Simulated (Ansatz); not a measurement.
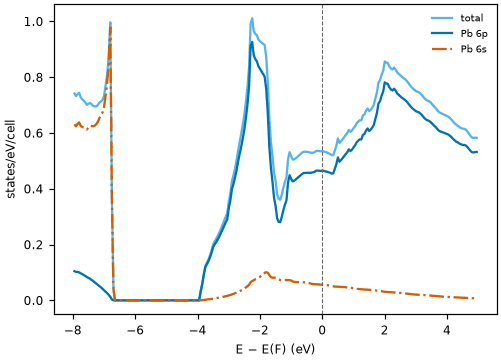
Figure. Total and projected density of states of Pb (fcc (Cu type), Fm-3m), DFT-PBE in the program Ansatz with PAW potentials

Question: Which orbitals carry the states next to the Fermi level?

Answer: Within 0.5 eV of the Fermi level: Pb 6p 87 %, Pb 6s 10 %. Projections are on Löwdin-orthogonalised atomic valence shells; empty p or d shells of many metals are not among them.

Question: Where is the tallest occupied peak in this window, and what makes it?

Answer: Near -2.2 eV, about 1.0 states/eV per cell; the largest projected share is Pb 6p.

Symmetry was held in the PBE relaxation. Scalar-relativistic: spin–orbit coupling is off unless named, which matters more the heavier the elements.

Potentials: the later of the program's two PAW sets.
